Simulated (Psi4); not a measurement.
**GeH3S (SMILES [SH][GeH2]): UB3LYP/cc-pVTZ (sweep point 9)**

What is the vertical ionisation energy of GeH3S at UB3LYP/cc-pVTZ (sweep point 9)? The job is set up through a Python script.

Program for the calculation: Psi4 1.11.

### Step 1. The system as given

GeH3S has 5 atoms, charge 0, and is taken as a doublet. SMILES: `[SH][GeH2]`. The coordinates come from a PBE0-D4/def2-TZVP relaxation. This is one conformer, not always the lowest.

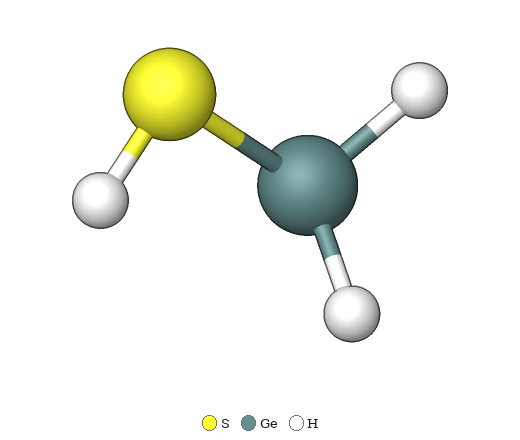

The structure, seen from a chosen angle (sulfur yellow, germanium teal, hydrogen white).

### Step 2. A single-point energy at UB3LYP/cc-pVTZ (sweep point 9)

Contents of run.py:

```python
import psi4

psi4.set_memory(1600000000)
psi4.set_num_threads(1)
psi4.set_output_file('geh3s.out', False)

geom = psi4.geometry("""
0 2
S      1.138600    -0.803200     0.659500
Ge    -0.389500     0.679300     0.030100
H      0.246200    -1.778900     0.894600
H     -1.364100     0.019600    -0.978800
H      0.418600     1.809400    -0.646900
symmetry c1
""")

psi4.set_options({
    'basis': 'cc-pVTZ',
    'reference': 'uks',
    'puream': True,
    'scf_type': 'pk',
    'dft_radial_points': 99,
    'dft_spherical_points': 590,
    'maxiter': 150,
})

result = psi4.energy('b3lyp')
print(f'b3lyp energy: {result:.10f} Eh')
```

Command:

```bash
$ python run.py
```

geh3s.out, shortened:

```text
[...]
  Running in c1 symmetry.
[...]
  Nuclear repulsion =  162.595028682439732
[...]
  Multiplicity = 2
[...]
  Nalpha       = 26
  Nbeta        = 25
[...]
    Number of basis functions: 119
[...]
   @UKS iter   1: -2475.55144610940260   -1.82159e+00   1.92769e-02 ADIIS/DIIS
[...]
   @UKS iter  11: -2477.10222110546283   -1.95409e-08   4.23162e-07 DIIS
[...]
   @S^2 Observed:                7.525268921E-01
[...]
    Orbital Energies [Eh]
    ---------------------
    Alpha Occupied:
       1A   -398.763517     2A    -88.899426     3A    -49.805541
       4A    -44.326968     5A    -44.325801     6A    -44.325025
       7A     -7.951915     8A     -6.233317     9A     -5.915099
      10A     -5.913046    11A     -5.908982    12A     -4.406091
      13A     -4.403360    14A     -4.401121    15A     -1.229585
      16A     -1.228307    17A     -1.226661    18A     -1.225768
      19A     -1.224313    20A     -0.742203    21A     -0.545420
      22A     -0.420072    23A     -0.356810    24A     -0.339536
      25A     -0.291856    26A     -0.213252
    Alpha Virtual:
[...]
  @UKS Final Energy: -2477.10222110546283
   => Energetics <=
    Nuclear Repulsion Energy =            162.5950286824397324
    One-Electron Energy =               -3770.4235045206960422
    Two-Electron Energy =                1215.9130956624717328
    DFT Exchange-Correlation Energy =     -85.1868409296780129
    Empirical Dispersion Energy =           0.0000000000000000
    VV10 Nonlocal Energy =                  0.0000000000000000
    Total Energy =                      -2477.1022211054628315
[...]
 Multipole Moments:
 ------------------------------------------------------------------------------------
     Multipole            Electronic (a.u.)      Nuclear  (a.u.)        Total (a.u.)
 ------------------------------------------------------------------------------------
 L = 1.  Multiply by 2.5417464519 to convert [e a0] to [Debye]
 Dipole X            :         -3.8143467            3.4401093           -0.3742374
 Dipole Y            :          4.8093547           -4.8669008           -0.0575461
 Dipole Z            :         -0.4344537            0.4043580           -0.0300956
 Magnitude           :                                                    0.3798301
[...]
```

On the terminal:

```text
b3lyp energy: -2477.1022211055 Eh
```

Wall time 49 s (1 thread of Intel Xeon Platinum 8488C (Sapphire Rapids), shared host); peak memory 1.5 GiB.

### Step 3. The singlet cation, same level

Contents of geh3s.py:

```python
import psi4

psi4.set_memory(1600000000)
psi4.set_num_threads(1)
psi4.core.set_output_file('psi4.out', False)

mol = psi4.geometry("""
1 1
S      1.138600    -0.803200     0.659500
Ge    -0.389500     0.679300     0.030100
H      0.246200    -1.778900     0.894600
H     -1.364100     0.019600    -0.978800
H      0.418600     1.809400    -0.646900
units angstrom
symmetry c1
""")

psi4.set_options({
    'basis': 'cc-pVTZ',
    'puream': True,
    'scf_type': 'pk',
    'dft_radial_points': 99,
    'dft_spherical_points': 590,
})

E, wfn = psi4.energy("B3LYP", molecule=mol, return_wfn=True)
print(f'B3LYP energy: {E:.10f} Eh')
for k, v in sorted(psi4.core.scalar_variables().items()):
    print(f'{k:45s} {v:18.10f}')
```

Command:

```bash
$ python geh3s.py
```

psi4.out, shortened:

```text
[...]
  Running in c1 symmetry.
[...]
  Nuclear repulsion =  162.595028682439732
[...]
  Multiplicity = 1
[...]
  Nalpha       = 25
  Nbeta        = 25
[...]
    Number of basis functions: 119
[...]
   @RKS iter   1: -2475.27113390985232   -1.54128e+00   1.91382e-02 DIIS/ADIIS
[...]
   @RKS iter  10: -2476.80027755672108   -1.06412e-07   7.68920e-07 DIIS
[...]
    Orbital Energies [Eh]
    ---------------------
    Doubly Occupied:
       1A   -399.039534     2A    -89.156814     3A    -50.080255
       4A    -44.602841     5A    -44.600027     6A    -44.599095
       7A     -8.205710     8A     -6.507173     9A     -6.168627
      10A     -6.166701    11A     -6.162847    12A     -4.683527
      13A     -4.675362    14A     -4.672635    15A     -1.504531
      16A     -1.503671    17A     -1.501182    18A     -1.495370
      19A     -1.494737    20A     -0.976764    21A     -0.781389
      22A     -0.647214    23A     -0.586027    24A     -0.568194
      25A     -0.515842
[...]
  @RKS Final Energy: -2476.80027755672108
   => Energetics <=
    Nuclear Repulsion Energy =            162.5950286824397324
    One-Electron Energy =               -3757.1406832181246500
    Two-Electron Energy =                1202.6853767965012594
    DFT Exchange-Correlation Energy =     -84.9399998175372843
    Empirical Dispersion Energy =           0.0000000000000000
    VV10 Nonlocal Energy =                  0.0000000000000000
    Total Energy =                      -2476.8002775567210847
[...]
 Multipole Moments:
 ------------------------------------------------------------------------------------
     Multipole            Electronic (a.u.)      Nuclear  (a.u.)        Total (a.u.)
 ------------------------------------------------------------------------------------
 L = 1.  Multiply by 2.5417464519 to convert [e a0] to [Debye]
 Dipole X            :         -3.9465334            3.4401093           -0.5064241
 Dipole Y            :          4.7746603           -4.8669008           -0.0922405
 Dipole Z            :         -0.3781887            0.4043580            0.0261693
 Magnitude           :                                                    0.5154207
[...]
```

Standard output:

```text
B3LYP energy: -2476.8002775567 Eh
CURRENT ENERGY                                  -2476.8002775567
CURRENT REFERENCE ENERGY                        -2476.8002775567
DD SOLVATION ENERGY                                 0.0000000000
DFT FUNCTIONAL TOTAL ENERGY                     -2476.8002775567
DFT TOTAL ENERGY                                -2476.8002775567
DFT VV10 ENERGY                                     0.0000000000
DFT XC ENERGY                                     -84.9399998175
GRID ELECTRONS ALPHA                               25.0000000766
GRID ELECTRONS BETA                                25.0000000766
GRID ELECTRONS TOTAL                               50.0000001532
NUCLEAR REPULSION ENERGY                          162.5950286824
ONE-ELECTRON ENERGY                             -3757.1406832181
PCM POLARIZATION ENERGY                             0.0000000000
PE ENERGY                                           0.0000000000
SCF ITERATION ENERGY                            -2476.8002775567
SCF ITERATIONS                                     10.0000000000
SCF TOTAL ENERGY                                -2476.8002775567
TWO-ELECTRON ENERGY                              1202.6853767965
XC GRID RADIAL POINTS                              99.0000000000
XC GRID SPHERICAL POINTS                          590.0000000000
XC GRID TOTAL POINTS                           278162.0000000000
```

It took 41 s on 1 thread of Intel Xeon Platinum 8488C (Sapphire Rapids), shared host; peak memory 1.5 GiB.

### Step 4. What came out

At UB3LYP/cc-pVTZ (sweep point 9):

| quantity | value |
| --- | --- |
| doublet GeH3S: total energy | -2477.10222 Eh |
| doublet GeH3S: dipole moment | 0.97 D |
| doublet GeH3S: HOMO energy (highest over α and β) | -5.80 eV |
| doublet GeH3S: LUMO energy (lowest over α and β) | -3.33 eV |
| doublet GeH3S: ⟨S²⟩ | 0.753 |
| singlet cation: total energy | -2476.80028 Eh |
| singlet cation: HOMO energy | -14.04 eV |
| singlet cation: LUMO energy | -10.60 eV |
| singlet cation: HOMO–LUMO gap | 3.44 eV |
| vertical ionisation energy (to the singlet cation) | 8.216 eV |

The vertical ionisation energy comes to 8.22 eV (793 kJ/mol). Only the singlet of the ionised species was computed; a triplet could lie lower.
